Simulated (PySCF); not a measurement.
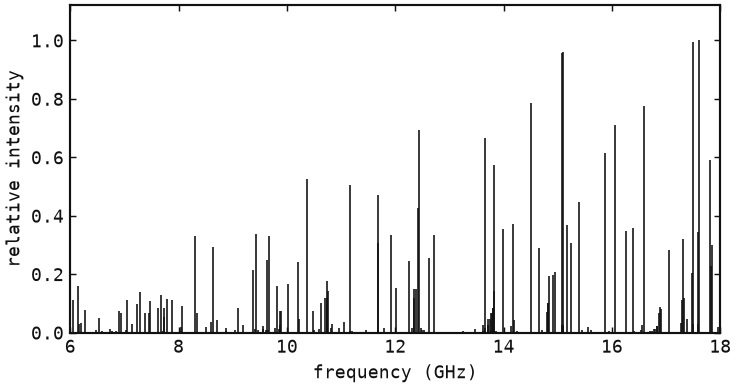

Simulated rotational absorption lines between 6 and 18 GHz at 1.5 K: rigid rotor with the equilibrium constants and dipole of one optimised conformer (PBE0-D3(BJ)/def2-SVP, PySCF), commonest isotopes; no centrifugal distortion, hyperfine structure, internal rotation or nuclear-spin weights; lines within 1 MHz of each other are summed.

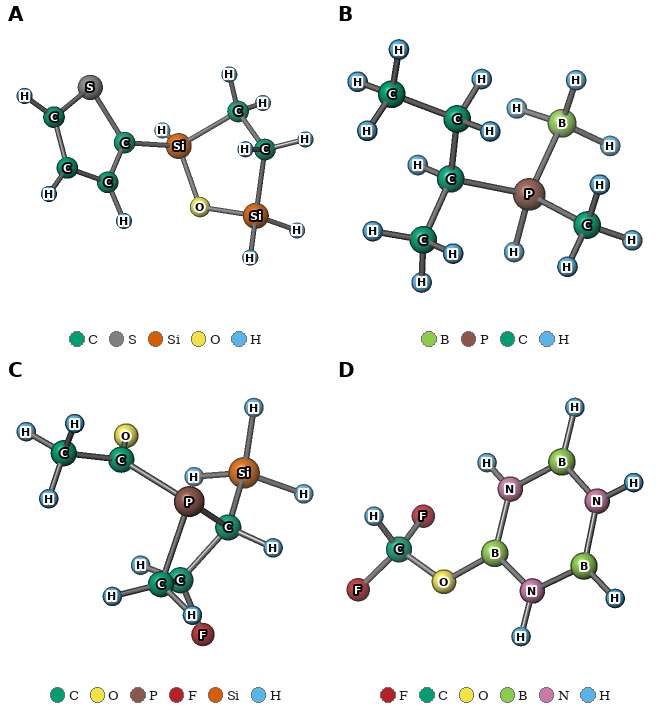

Question: Which molecule gives this spectrum? Choose among the lettered structures.

Answer: Structure B, C₅H₁₆BP, SMILES [BH3-][P@@H+](C)[C@@H](C)CC. Rotational constants A, B, C = 2.771, 1.335, 1.124 GHz, |μa|, |μb|, |μc| = 2.68, 4.37, 0.72 D.

Caveats: coarse grid, loose stop and no frequency check, small forces are noise and the end may be a saddle.
